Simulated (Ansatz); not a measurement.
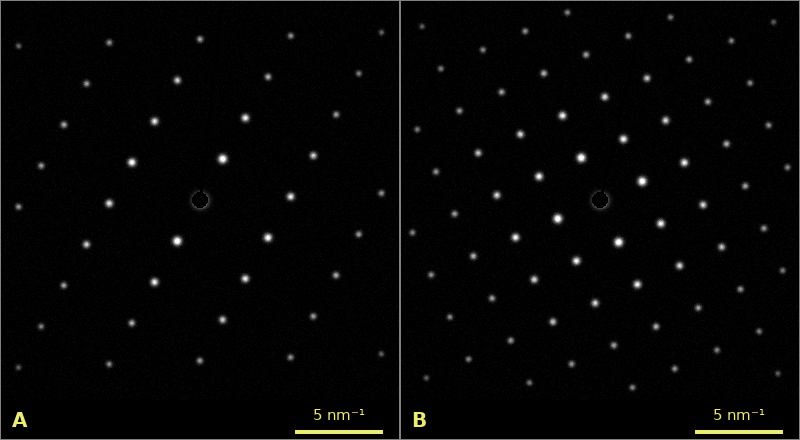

Kinematic electron diffraction patterns (120 kV, B = 0.5 Å², same scale, each along a low-index zone) of two structures of composition CdH2, each relaxed at zero pressure with DFT PBE, scalar-relativistic, plane waves, PAW (Ansatz).

The structures (standard cells):
1. P4/mmm (No. 123), a = 3.768 Å, c = 3.304 Å, 3 atoms; generated start, possibly hypothetical
2. P4/mmm (No. 123), a = 3.164 Å, c = 3.708 Å, 3 atoms; generated start, possibly hypothetical

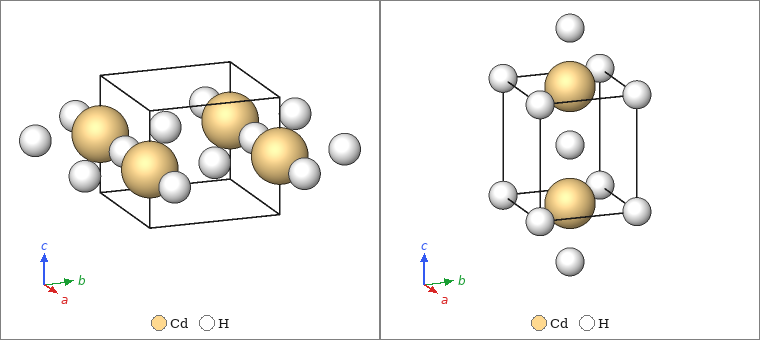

Drawings of the structures 1 to 2, from left to right (each may span several cells).

Which pattern belongs to which structure, and along which zone?

A is structure 2 along [110] or an equivalent direction: rectangular net of 0 0 1 at d = 3.71 Å and 1 -1 0 at d = 2.24 Å, 90.0° apart. B is structure 1 along [001]: square net of 1 0 0 at d = 3.77 Å and 0 1 0 at d = 3.77 Å, 90.0° apart.

Rank the structures by their computed energy.

Structure 2 (P4/mmm, 12.37 Å³ an atom) is the lowest of these; structure 1 (P4/mmm, 15.63 Å³ an atom) lies about 70 meV an atom higher. These are static energies at 0 K; other structures, not shown, may lie lower still.
